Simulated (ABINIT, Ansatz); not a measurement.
# How the form of the self-energy moves the gap of BaTiO3 (P4mm)

Aim: compare treatments of exchange, screening and correlation for the gap of BaTiO3 (P4mm).

Main program and level: ABINIT 10.8.3; PBE and many-body steps on it, plane waves.

The database entry behind the starting cell differs from later determinations by our own check (c/a about 0.6 % short), so it need not match the best structure at ambient conditions.

## 1. The structure

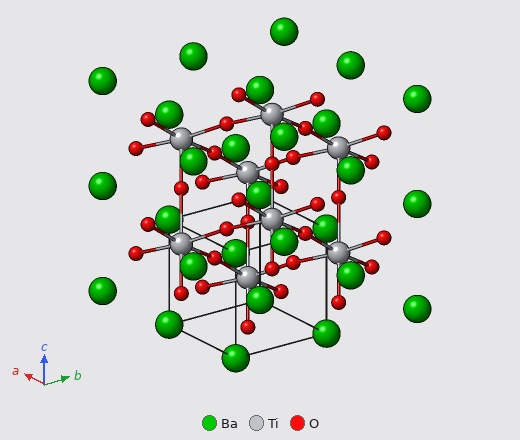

Start, viewed from a free direction; barium green, titanium light grey, oxygen red. 2×2×2 cells are drawn. Some periodic images of atoms are drawn too.

The cell and positions come from the Crystallography Open Database and are kept as given unless a step says otherwise. Spin-orbit coupling is left out unless a step names it.

## 2. Empty states on the mesh, 4×4×4 mesh, 269 bands

This step: ABINIT 10.8.3; DFT, PBE, plane waves, norm-conserving pseudopotentials.

The sums over transitions need many empty states on a uniform mesh; this step solves for them.

run.abi reads:

```
acell 3*1.0 Angstrom
rprim 
  3.999800000000 0.000000000000 0.000000000000
  0.000000000000 3.999800000000 0.000000000000
  0.000000000000 0.000000000000 4.018000000000
ntypat 3
znucl 56 22 8
natom 5
typat 1 2 3 3 3
xred 
  0.000000000000 0.000000000000 0.000000000000
  0.500000000000 0.500000000000 0.490000000000
  0.500000000000 0.500000000000 0.019000000000
  0.500000000000 0.000000000000 0.517000000000
  0.000000000000 0.500000000000 0.517000000000
pp_dirpath "pseudos"
pseudos "Ba.upf, Ti.upf, O.upf"
ecut 38
ngkpt 4 4 4
nshiftk 1
shiftk 0 0 0
kptopt 1
chksymbreak 0
irdden 1
istwfk *1
nband 269
prtvol 0
optdriver 6
gwr_task "HDIAGO"
paral_kgb 0
occopt 1
indata_prefix "in"
outdata_prefix "out"
tmpdata_prefix "tmp"
```

The run is started by

```sh
$ OMP_NUM_THREADS=1 mpirun -n 4 abinit run.abi > log
```

Log:

```text
.Version 10.8.3 of ABINIT. v10.8.2 released Aug 2026.

 Symmetries : space group P4 m m (# 99); Bravais tP (primitive tetrag.)
[... echo of the input left out ...]
== DATASET  1 ==================================================================
-   mpi_nproc: 4, omp_nthreads: 1 (-1 if OMP is not activated)

--- !DatasetInfo
iteration_state: {dtset: 1, }
dimensions: {natom: 5, nkpt: 18, mband: 269, nsppol: 1, nspinor: 1, nspden: 1, mpw: 4929, }
cutoff_energies: {ecut:  38.0, pawecutdg:  -1.0, }
[...]
Indirect band gap semiconductor
 Fundamental gap:     1.826 (eV)
   VBM:     6.633 (eV) at k: [ 5.0000E-01,  5.0000E-01,  5.0000E-01]
   CBM:     8.459 (eV) at k: [ 0.0000E+00,  0.0000E+00,  0.0000E+00]
 Direct gap:         2.106 (eV) at k: [ 0.0000E+00,  0.0000E+00,  0.0000E+00]

== END DATASET(S) ==============================================================
================================================================================

 -outvars: echo values of variables after computation  --------
           etotal      0.0000000000E+00
            nband         269
             nkpt          18
          spgroup          99
 [... the other variables as echoed above ...]

 Calculation completed.
```

Run time: 5.1 min. Hardware: 4 MPI ranks of Arm Neoverse V2, shared host; peak memory 5.3 GiB; 21 min of CPU time.

Numbers from this step:

```
gap                                                           : 1.826 eV
k of the valence top                                          : 0.5, 0.5, 0.5
k of the conduction bottom                                    : 0, 0, 0
least direct gap                                              : 2.106 eV
k points computed                                             : 18
lowest point of the top converged band, above the valence top : 125.6117 eV
```

On this mesh the gap is 1.826 eV.

The density comes from a self-consistent run that is not shown.

## 3. Screening, 4×4×4 mesh, 118 bands, screening to 141.5 eV

The RPA dielectric matrix is built and inverted for each q.

This step: RPA screening on PBE, plane waves, norm-conserving pseudopotentials.

Changes to run.abi since step 2:

```diff
@@ -23,10 +23,11 @@
 chksymbreak 0
-irdden 1
 istwfk *1
-nband 269
-prtvol 0
-optdriver 6
-gwr_task "HDIAGO"
-paral_kgb 0
 occopt 1
+irdwfk 1
+optdriver 3
+nband 118
+ecuteps 5.2
+inclvkb 2
+awtr 1
+symchi 1
 indata_prefix "in"
```

Log:

```text
.Version 10.8.3 of ABINIT. v10.8.2 released Aug 2026.

 Symmetries : space group P4 m m (# 99); Bravais tP (primitive tetrag.)
[... echo of the input left out ...]
== DATASET  1 ==================================================================
-   mpi_nproc: 4, omp_nthreads: 1 (-1 if OMP is not activated)

--- !DatasetInfo
iteration_state: {dtset: 1, }
dimensions: {natom: 5, nkpt: 18, mband: 118, nsppol: 1, nspinor: 1, nspden: 1, mpw: 4929, }
cutoff_energies: {ecut:  38.0, pawecutdg:  -1.0, }
electrons: {nelect:   4.00000000E+01, charge:   0.00000000E+00, occopt:   1.00000000E+00, tsmear:   1.00000000E-02, }

 SCREENING: Calculation of the susceptibility and dielectric matrices

 Based on a program developped by R.W. Godby, V. Olevano, G. Onida, and L. Reining.
 Incorporated in ABINIT by V. Olevano, G.-M. Rignanese, and M. Torrent.
.Using double precision arithmetic ; gwpc =  8

[... cell and pseudopotentials left out ...]
--------------------------------------------------------------------------------

 ==== K-mesh for the wavefunctions ====
 Number of points in the irreducible wedge :    18
[... list of points left out ...]
 Together with  8 symmetry operations and time-reversal symmetry
 yields    64 points in the full Brillouin Zone.

 ==== Q-mesh for the screening function ====
 Number of points in the irreducible wedge :    18
[... list of points left out ...]
 Together with  8 symmetry operations and time-reversal symmetry
 yields    64 points in the full Brillouin Zone.

 setmesh: FFT mesh size selected  =    30x   30x   30
          total number of points  =        27000

 vcoul_init : cutoff-mode = AUXILIARY_FUNCTION
 q-points for optical limit:   1
     1)      0.000010    0.000020    0.000030

- screening: taking advantage of time-reversal symmetry
- Maximum band index for partially occupied states nbvw = 20
- Remaining bands to be divided among processors   nbcw = 98
- Number of bands treated by each node ~24

 Number of electrons calculated from density =   40.0000; Expected =   40.0000
 average of density, n =  0.092210
 r_s =    1.3731
 omega_plasma =   29.2917 [eV]

 calculating chi0 at frequencies [eV] :
  1    0.000000E+00    0.000000E+00
  2    0.000000E+00    2.929166E+01

--------------------------------------------------------------------------------
  q-point number  1        q = ( 0.000000, 0.000000, 0.000000) [r.l.u.]
--------------------------------------------------------------------------------
[... chi0 elements left out ...]
 For q-point:  0.000010 0.000020 0.000030
  dielectric constant =   6.1760
  dielectric constant without local fields =   6.7373

  Average fulfillment of the sum rule on Im[epsilon] for q-point    1 :     63.52  [%]
[... wings left out ...]
  q-point number  2        q = ( 0.250000, 0.000000, 0.000000) [r.l.u.]
--------------------------------------------------------------------------------
[... chi0 elements left out ...]
  Average fulfillment of the sum rule on Im[epsilon] for q-point    2 :     75.76  [%]

 [... 16 further q-points ...]
```

It took 2.4 min on 4 MPI ranks; peak memory 1.9 GiB; 9.8 min of CPU time.

This step gave:

```
ε∞ with local fields, on this mesh, along the program's q direction : 6.176
the same without local fields                                       : 6.737
plasma frequency                                                    : 29.29 eV
plane waves in the screening matrix                                 : 251
```

Local fields lower ε∞ by 8 %. On a Γ-centred mesh this coarse the value itself is usually too large, while a short band sum pulls it down.

## 4. G0W0, Godby-Needs plasmon pole

The self-energy is evaluated for the states that the input lists, and the levels follow from it, in one-shot runs by the linearised quasiparticle equation.

This step: G0W0 on PBE, plane waves, norm-conserving pseudopotentials.

Changes to run.abi since step 3:

```diff
@@ -26,8 +26,17 @@
 irdwfk 1
-optdriver 3
+optdriver 4
 nband 118
+gwcalctyp 0
+ecutsigx 38
+symsigma 1
+nkptgw 2
+kptgw 
+  0.5000000000 0.5000000000 0.5000000000
+  0.0000000000 0.0000000000 0.0000000000
+bdgw 
+  18 23
+  19 23
 ecuteps 5.2
-inclvkb 2
-awtr 1
-symchi 1
+irdscr 1
+ppmodel 1
 indata_prefix "in"
```

Log:

```text
.Version 10.8.3 of ABINIT. v10.8.2 released Aug 2026.

 Symmetries : space group P4 m m (# 99); Bravais tP (primitive tetrag.)
[... echo of the input left out ...]
== DATASET  1 ==================================================================
-   mpi_nproc: 4, omp_nthreads: 1 (-1 if OMP is not activated)

--- !DatasetInfo
iteration_state: {dtset: 1, }
dimensions: {natom: 5, nkpt: 18, mband: 118, nsppol: 1, nspinor: 1, nspden: 1, mpw: 4929, }
cutoff_energies: {ecut:  38.0, pawecutdg:  -1.0, }
electrons: {nelect:   4.00000000E+01, charge:   0.00000000E+00, occopt:   1.00000000E+00, tsmear:   1.00000000E-02, }

 SIGMA: Calculation of the GW corrections

 Based on a program developped by R.W. Godby, V. Olevano, G. Onida, and L. Reining.
 Incorporated in ABINIT by V. Olevano, G.-M. Rignanese, and M. Torrent.
.Using double precision arithmetic ; gwpc =  8

[... cell and pseudopotentials left out ...]
--------------------------------------------------------------------------------

 ==== K-mesh for the wavefunctions ====
 Number of points in the irreducible wedge :    18
[... list of points left out ...]
 Together with  8 symmetry operations and time-reversal symmetry
 yields    64 points in the full Brillouin Zone.

 ==== Q-mesh for screening function ====
 Number of points in the irreducible wedge :    18
[... list of points left out ...]
 Together with  8 symmetry operations and time-reversal symmetry
 yields    64 points in the full Brillouin Zone.

 vcoul_init : cutoff-mode = AUXILIARY_FUNCTION
 q-points for optical limit:   1
     1)      0.000010    0.000020    0.000030
 setmesh: FFT mesh size selected  =    45x   45x   45
          total number of points  =        91125

 Number of electrons calculated from density =   40.0000; Expected =   40.0000
 average of density, n =  0.092210
 r_s =    1.3731
 omega_plasma =   29.2917 [eV]

 === KS Band Gaps ===
  >>>> For spin  1
   Minimum direct gap =   2.1061 [eV], located at k-point      :   0.0000  0.0000  0.0000
   Fundamental gap    =   1.8259 [eV], Top of valence bands at :   0.5000  0.5000  0.5000
                                       Bottom of conduction at :   0.0000  0.0000  0.0000
 SIGMA fundamental parameters:
 PLASMON POLE MODEL  1
 number of plane-waves for SigmaX                 4929
 number of plane-waves for SigmaC and W            251
 number of plane-waves for wavefunctions          4929
 number of bands                                   118
 number of independent spin polarizations            1
 number of spinorial components                      1
 number of k-points in IBZ                          18
 number of q-points in IBZ                          18
 number of symmetry operations                       8
 number of k-points in BZ                           64
 number of q-points in BZ                           64
 number of frequencies for dSigma/dE                 9
 frequency step for dSigma/dE [eV]                0.25
 number of omega for Sigma on real axis              0
 max omega for Sigma on real axis  [eV]           0.00
 zcut for avoiding poles [eV]                     0.10

 EPSILON^-1 parameters (SCR file):
 dimension of the eps^-1 matrix on file            251
 dimension of the eps^-1 matrix used               251
 number of plane-waves for wavefunctions          4929
 number of bands                                   118
 number of q-points in IBZ                          18
 number of frequencies                               2
 number of real frequencies                          1
 number of imag frequencies                          1

 matrix elements of self-energy operator (all in [eV])

 Perturbative Calculation

--- !SelfEnergy_ee
iteration_state: {dtset: 1, }
kpoint     : [   0.500,    0.500,    0.500, ]
spin       : 1
KS_gap     :    4.212
QP_gap     :    6.002
Delta_QP_KS:    1.791
data: !SigmaeeData |
     Band     E0 <VxcDFT>   SigX SigC(E0)      Z dSigC/dE  Sig(E)    E-E0       E
       18   6.549 -19.970 -25.000   5.100   0.763  -0.310 -19.916   0.053   6.602
       19   6.549 -19.970 -25.000   5.100   0.763  -0.310 -19.916   0.053   6.602
       20   6.633 -19.991 -25.032   5.132   0.762  -0.312 -19.922   0.069   6.702
       21  10.844 -21.880 -13.200  -6.166   0.740  -0.351 -20.020   1.860  12.705
       22  10.844 -21.880 -13.200  -6.166   0.740  -0.351 -20.020   1.860  12.705
       23  10.845 -21.881 -13.129  -6.250   0.734  -0.362 -20.044   1.837  12.683

--- !SelfEnergy_ee
iteration_state: {dtset: 1, }
kpoint     : [   0.000,    0.000,    0.000, ]
spin       : 1
KS_gap     :    2.106
QP_gap     :    3.573
Delta_QP_KS:    1.467
data: !SigmaeeData |
     Band     E0 <VxcDFT>   SigX SigC(E0)      Z dSigC/dE  Sig(E)    E-E0       E
       19   6.353 -20.076 -24.606   4.611   0.769  -0.301 -20.014   0.062   6.415
       20   6.353 -20.076 -24.606   4.611   0.769  -0.301 -20.014   0.062   6.415
       21   8.459 -18.809 -11.399  -5.444   0.778  -0.286 -17.280   1.529   9.988
       22   8.671 -19.000 -11.886  -5.132   0.777  -0.287 -17.461   1.539  10.209
       23   8.671 -19.000 -11.886  -5.132   0.777  -0.287 -17.461   1.539  10.209

== END DATASET(S) ==============================================================
================================================================================

 -outvars: echo values of variables after computation  --------
           etotal      0.0000000000E+00
            nband         118
             nkpt          18
          spgroup          99
 [... the other variables as echoed above ...]

 Calculation completed.
```

Run time: 19 s. Hardware: 4 MPI ranks; peak memory 1.6 GiB; 75 s of CPU time.

Numbers from this step:

| Quantity | Value |
| --- | --- |
| G0W0 gap on the points computed | 3.286 eV |
| starting gap on the mesh | 1.826 eV |
| k of the valence top | 0.5, 0.5, 0.5 |
| k of the conduction bottom | 0, 0, 0 |
| Z at the valence top | 0.762 |
| Z at the conduction bottom | 0.778 |
| least direct G0W0 gap on the computed points | 3.573 eV |

The gap on the mesh goes from 1.83 eV to 3.29 eV, a correction of +1.46 eV.

## 5. G0W0, von der Linden-Horsch plasmon pole

Changes to run.abi since step 4:

```diff
@@ -40,3 +40,3 @@
 irdscr 1
-ppmodel 1
+ppmodel 3
 indata_prefix "in"
```

Log:

```text
.Version 10.8.3 of ABINIT. v10.8.2 released Aug 2026.

 Symmetries : space group P4 m m (# 99); Bravais tP (primitive tetrag.)
[... echo of the input left out ...]
== DATASET  1 ==================================================================
-   mpi_nproc: 4, omp_nthreads: 1 (-1 if OMP is not activated)

--- !DatasetInfo
iteration_state: {dtset: 1, }
dimensions: {natom: 5, nkpt: 18, mband: 118, nsppol: 1, nspinor: 1, nspden: 1, mpw: 4929, }
cutoff_energies: {ecut:  38.0, pawecutdg:  -1.0, }
electrons: {nelect:   4.00000000E+01, charge:   0.00000000E+00, occopt:   1.00000000E+00, tsmear:   1.00000000E-02, }

 SIGMA: Calculation of the GW corrections

 Based on a program developped by R.W. Godby, V. Olevano, G. Onida, and L. Reining.
 Incorporated in ABINIT by V. Olevano, G.-M. Rignanese, and M. Torrent.
.Using double precision arithmetic ; gwpc =  8

[... cell and pseudopotentials left out ...]
--------------------------------------------------------------------------------

 ==== K-mesh for the wavefunctions ====
 Number of points in the irreducible wedge :    18
[... list of points left out ...]
 Together with  8 symmetry operations and time-reversal symmetry
 yields    64 points in the full Brillouin Zone.

 ==== Q-mesh for screening function ====
 Number of points in the irreducible wedge :    18
[... list of points left out ...]
 Together with  8 symmetry operations and time-reversal symmetry
 yields    64 points in the full Brillouin Zone.

 vcoul_init : cutoff-mode = AUXILIARY_FUNCTION
 q-points for optical limit:   1
     1)      0.000010    0.000020    0.000030
 setmesh: FFT mesh size selected  =    45x   45x   45
          total number of points  =        91125

 Number of electrons calculated from density =   40.0000; Expected =   40.0000
[...]
number of omega for Sigma on real axis              0
 max omega for Sigma on real axis  [eV]           0.00
 zcut for avoiding poles [eV]                     0.10

 EPSILON^-1 parameters (SCR file):
 dimension of the eps^-1 matrix on file            251
 dimension of the eps^-1 matrix used               251
 number of plane-waves for wavefunctions          4929
 number of bands                                   118
 number of q-points in IBZ                          18
 number of frequencies                               2
 number of real frequencies                          1
 number of imag frequencies                          1

 matrix elements of self-energy operator (all in [eV])

 Perturbative Calculation

--- !SelfEnergy_ee
iteration_state: {dtset: 1, }
kpoint     : [   0.500,    0.500,    0.500, ]
spin       : 1
KS_gap     :    4.212
QP_gap     :    6.451
Delta_QP_KS:    2.239
data: !SigmaeeData |
     Band     E0 <VxcDFT>   SigX SigC(E0)      Z dSigC/dE  Sig(E)    E-E0       E
       18   6.549 -19.970 -25.000   4.904   0.835  -0.197 -20.075  -0.106   6.443
       19   6.549 -19.970 -25.000   4.904   0.835  -0.197 -20.075  -0.106   6.443
       20   6.633 -19.991 -25.032   4.939   0.835  -0.197 -20.077  -0.086   6.547
[...]
--- !SelfEnergy_ee
iteration_state: {dtset: 1, }
kpoint     : [   0.000,    0.000,    0.000, ]
spin       : 1
KS_gap     :    2.106
QP_gap     :    3.697
Delta_QP_KS:    1.591
data: !SigmaeeData |
     Band     E0 <VxcDFT>   SigX SigC(E0)      Z dSigC/dE  Sig(E)    E-E0       E
[...]
22   8.671 -19.000 -11.886  -5.307   0.846  -0.182 -17.471   1.529  10.199
       23   8.671 -19.000 -11.886  -5.307   0.846  -0.182 -17.471   1.529  10.199

== END DATASET(S) ==============================================================
================================================================================

 -outvars: echo values of variables after computation  --------
           etotal      0.0000000000E+00
            nband         118
             nkpt          18
          spgroup          99
 [... the other variables as echoed above ...]

 Calculation completed.
```

Run time: 10 s. Hardware: 4 MPI ranks; peak memory 1.5 GiB.

This step gave:

| Property | Result |
| --- | --- |
| G0W0 gap on the points computed | 3.412 eV |
| starting gap on the mesh | 1.826 eV |
| k of the valence top | 0.5, 0.5, 0.5 |
| k of the conduction bottom | 0, 0, 0 |
| Z at the valence top | 0.835 |
| Z at the conduction bottom | 0.847 |
| least direct G0W0 gap on the computed points | 3.698 eV |

Against G0W0 in ABINIT (4×4×4 mesh, 118 bands, screening to 141.5 eV, Godby-Needs plasmon pole), the gap moves by +0.126 eV.

## 6. G0W0, Engel-Farid plasmon pole

Changes to run.abi since step 5:

```diff
@@ -40,3 +40,3 @@
 irdscr 1
-ppmodel 3
+ppmodel 4
 indata_prefix "in"
```

Log:

```text
.Version 10.8.3 of ABINIT. v10.8.2 released Aug 2026.

 Symmetries : space group P4 m m (# 99); Bravais tP (primitive tetrag.)
[... echo of the input left out ...]
== DATASET  1 ==================================================================
-   mpi_nproc: 4, omp_nthreads: 1 (-1 if OMP is not activated)

--- !DatasetInfo
iteration_state: {dtset: 1, }
dimensions: {natom: 5, nkpt: 18, mband: 118, nsppol: 1, nspinor: 1, nspden: 1, mpw: 4929, }
cutoff_energies: {ecut:  38.0, pawecutdg:  -1.0, }
[...]
Band     E0 <VxcDFT>   SigX SigC(E0)      Z dSigC/dE  Sig(E)    E-E0       E
[...]
22   8.671 -19.000 -11.886  -5.161   0.801  -0.249 -17.437   1.564  10.234
       23   8.671 -19.000 -11.886  -5.161   0.801  -0.249 -17.437   1.564  10.234

== END DATASET(S) ==============================================================
================================================================================

 -outvars: echo values of variables after computation  --------
           etotal      0.0000000000E+00
            nband         118
             nkpt          18
          spgroup          99
 [... the other variables as echoed above ...]

 Calculation completed.
```

The job ended after 10 s (4 MPI ranks; peak memory 1.5 GiB; 40 s of CPU time).

Numbers from this step:

- G0W0 gap on the points computed: 3.398 eV
- starting gap on the mesh: 1.826 eV
- k of the valence top: 0.5, 0.5, 0.5
- k of the conduction bottom: 0, 0, 0
- least direct G0W0 gap on the computed points: 3.687 eV

Against G0W0 in ABINIT (4×4×4 mesh, 118 bands, screening to 141.5 eV, Godby-Needs plasmon pole), the gap moves by +0.112 eV.

(Continued in part 2 of 2.)

[Paths, hosts, dates, memory and timing lines, banners, echoed tables and standing remarks are left out of the program output.]

[Logs are printed without paths, hosts, clocks, repeated set-up lines and the standing remarks that a program may print on its own settings, such as how far it seeks lower states.]

[Runs of the session that timed out or met a known fault of the program may be left out.]

[Hosts, paths, dates, database ids (printed as entryN), source tags and the programs' standing remarks are cut or masked in the printed files.]

[G0W0 gaps are taken among the corrected bands and points alone; a level outside them can change the order at an edge.]

[Where Ansatz stands beside ABINIT at settings called matched, ABINIT's density can come from a denser mesh and the files from another edition; pairs whose starting gaps differed by over 0.03 eV were left out, so agreement reads better than it is.]
